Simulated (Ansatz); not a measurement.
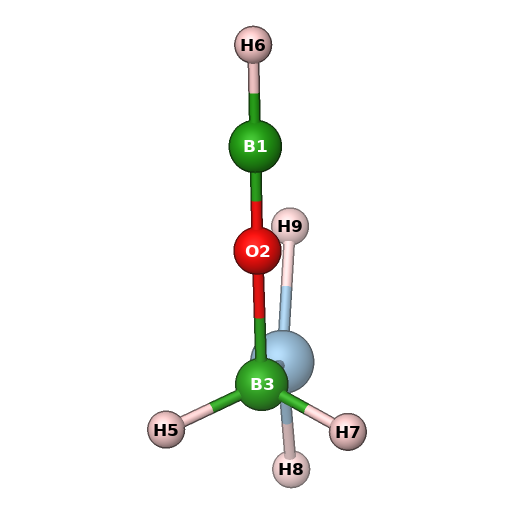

Al4 lies behind B3. The molecule seen nearly along the B3–Al4 bond, B3 in front. Distant atoms are faded towards the background colour. Computed geometry: PBE0-D4/def2-TZVP optimisation. No frequency run is at hand to confirm it as a minimum.

Q: What is the torsion angle O2–B3–Al4–H8? The sign is positive where the front bond must turn clockwise to cover the back bond.

A: 180°, antiperiplanar (anti).
